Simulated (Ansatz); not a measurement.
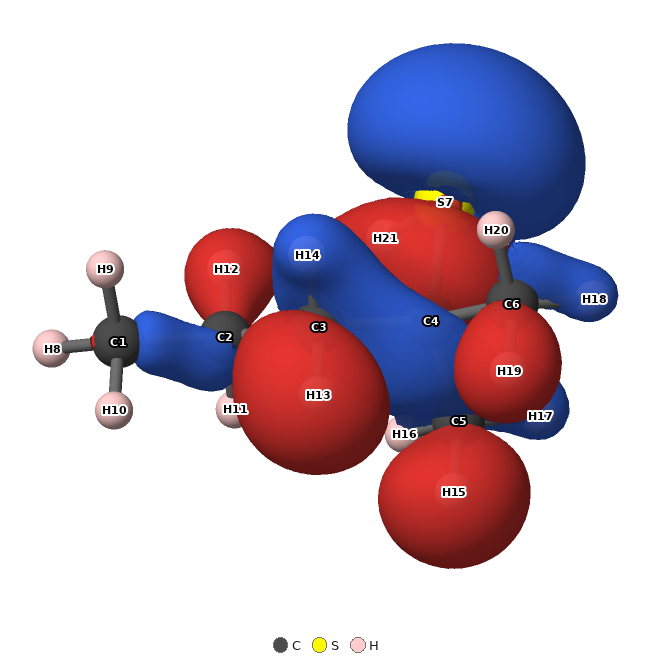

C6H14S (SMILES CCCC(C)(C)S). The HOMO−1 at ±0.06 Å⁻³ᐟ² (blue and red are the two phases), seen from one side.

Geometry: PBE-D3(BJ)/def2-SVP.

The calculation used isolated molecule in a Gaussian basis; Kohn-Sham density functional theory, functional PBE0 (Ansatz).

```yaml
atoms:
  - { symbol: C, position_ang: [-0.7843, 2.8052, -1.2598] }
  - { symbol: C, position_ang: [-0.9992, 1.4131, -0.6633] }
  - { symbol: C, position_ang: [0.2607, 0.8574, 0.0033] }
  - { symbol: C, position_ang: [0.1656, -0.5462, 0.6412] }
  - { symbol: C, position_ang: [-0.8721, -0.6037, 1.7686] }
  - { symbol: C, position_ang: [1.5474, -0.9530, 1.1759] }
  - { symbol: S, position_ang: [-0.2318, -1.8405, -0.6493] }
  - { symbol: H, position_ang: [-1.7035, 3.1878, -1.7471] }
  - { symbol: H, position_ang: [0.0203, 2.7947, -2.0245] }
  - { symbol: H, position_ang: [-0.4881, 3.5392, -0.4812] }
  - { symbol: H, position_ang: [-1.8341, 1.4509, 0.0697] }
  - { symbol: H, position_ang: [-1.3180, 0.7116, -1.4643] }
  - { symbol: H, position_ang: [0.5863, 1.5609, 0.8052] }
  - { symbol: H, position_ang: [1.0840, 0.8394, -0.7434] }
  - { symbol: H, position_ang: [-0.6155, 0.1336, 2.5600] }
  - { symbol: H, position_ang: [-1.8924, -0.3671, 1.4068] }
  - { symbol: H, position_ang: [-0.9002, -1.6118, 2.2259] }
  - { symbol: H, position_ang: [1.5187, -1.9589, 1.6398] }
  - { symbol: H, position_ang: [1.8800, -0.2244, 1.9441] }
  - { symbol: H, position_ang: [2.3056, -0.9627, 0.3667] }
  - { symbol: H, position_ang: [-1.5374, -1.4947, -0.8258] }
```

**What is the character of this orbital?**

Its weight (Hirshfeld) is mainly on S7 (about 50 %), C4 (about 15 %), C3 (about 10 %) and C5 (about 5 %). Its energy is −8.75 eV.
